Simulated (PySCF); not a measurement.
# Frequency calculation, with input and output: GaHOH

The run: frequency calculation of GaHOH, multiplicity 2. Method and program: UKS-based PBE0, Ga def2-TZVP, H def2-TZVP, O def2-TZVP; non-relativistic Hamiltonian; density fitting (PySCF 2.14.0).

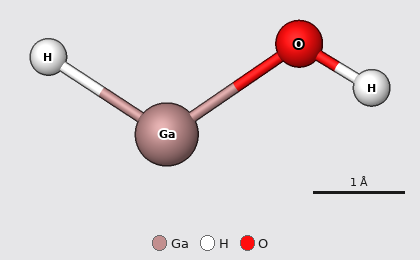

Figure 1. The structure as given in the input (ball-and-stick view, seen at an oblique angle). Sticks mark near contacts. Bond lengths as drawn: Ga–H 1.60 Å, Ga–O 1.80 Å and H–O 0.96 Å.

Summary:

```json
{"quantity": "outcome", "value": "converged"}
{"quantity": "total energy", "value": "−2000.960492 hartree"}
{"quantity": "⟨S²⟩", "value": "0.754"}
{"quantity": "zero-point energy", "value": "0.018399 hartree"}
{"quantity": "dipole moment", "value": "1.61 D"}
{"quantity": "wavenumbers, lowest and highest", "value": "422 and 3905 cm⁻¹"}
{"quantity": "hardware", "value": "4 threads of Intel Xeon @ 2.50GHz (Skylake/Cascade Lake), 16 GiB of memory available, shared host"}
{"quantity": "wall time", "value": "57 s (CPU time 3.4 min)"}
{"quantity": "peak memory", "value": "1.1 GiB"}
```

Input file:
```python
from pyscf import gto, scf, dft
mol = gto.M(atom='''
Ga     0.255915     0.028329    -0.235588
H      1.653760    -0.534067     0.303341
O     -1.085005    -0.102728     0.954581
H     -1.936054     0.227010     0.658709''',
    basis={'Ga': 'def2-TZVP', 'H': 'def2-TZVP', 'O': 'def2-TZVP'},
    charge=0, spin=1)
mf = dft.UKS(mol, xc='PBE0')
mf.grids.atom_grid = (75, 302)
aux = {'Ga': 'def2-universal-JKFIT', 'H': 'def2-universal-JKFIT', 'O': 'def2-universal-JKFIT'}
mf = mf.density_fit(auxbasis=aux)
mf.conv_tol = 1e-09
mf.diis_space = 10
mf.max_cycle = 60
mf.verbose = 4
mf.kernel()
```

The script is an equivalent of the set-up of the self-consistent field. The run itself was carried out by a driver, which started from the orbitals of the step before it where there was one and computed the further properties.

Launched with:
```bash
OMP_NUM_THREADS=4 python axn.py task.json out
```

Output:
```
init E= -2000.96049236647
  alpha nocc = 21  HOMO = -0.216338832251843  LUMO = -0.0320041333535031
  beta  nocc = 20  HOMO = -0.327892414795319  LUMO = -0.0969790706674019
  HOMO = -0.216338832252  LUMO = -0.0969790706674  gap/eV = 3.24794
cycle= 1 E= -2000.9604923665  delta_E= -2.18e-11  |g|= 1.57e-06  |ddm|= 2.85e-06
  alpha nocc = 21  HOMO = -0.216338939366835  LUMO = -0.0320042195391963
  beta  nocc = 20  HOMO = -0.327892686538562  LUMO = -0.0969791746807473
  HOMO = -0.216338939367  LUMO = -0.0969791746807  gap/eV = 3.24794
Extra cycle  E= -2000.96049236647  delta_E= 2.73e-11  |g|= 2.11e-06  |ddm|= 1.98e-06
converged SCF energy = -2000.96049236647  <S^2> = 0.7541809  2S+1 = 2.0041765
```

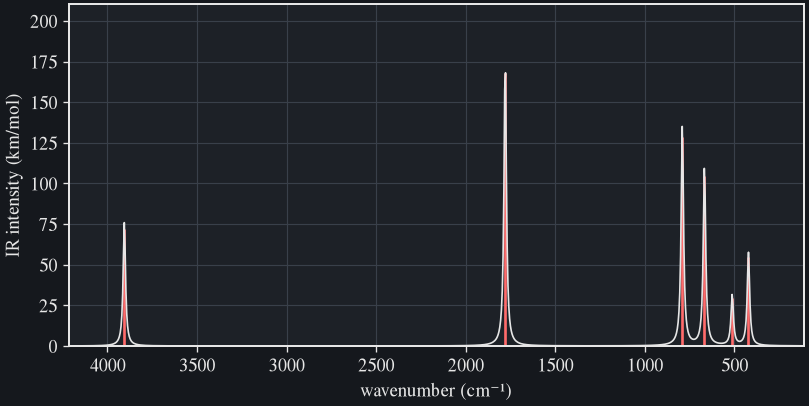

Figure 2. Harmonic infrared spectrum, unscaled: sticks (degenerate modes added up, dark ones marked on the axis) with a Lorentzian envelope of 16 cm⁻¹ full width, scaled to the tallest stick. 6 modes from 422 to 3905 cm⁻¹, none imaginary. The strongest line is at 1779 cm⁻¹ (168 km/mol). All modes, in cm⁻¹ (km/mol): 422 (55), 512 (29), 667 (105), 791 (129), 1779 (168), 3905 (72).

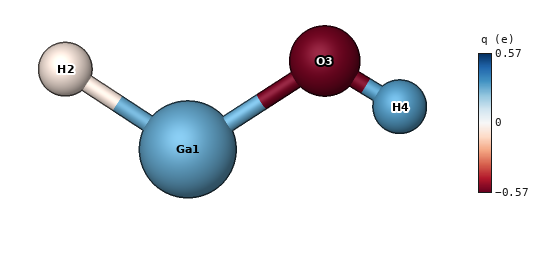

Figure 3. Mulliken charges, as the colour of each atom (ball-and-stick view, seen on its broad side; atoms are numbered from 1 in the order of the input). By element: Ga +0.29, H −0.06 to +0.31 and O −0.55 e.
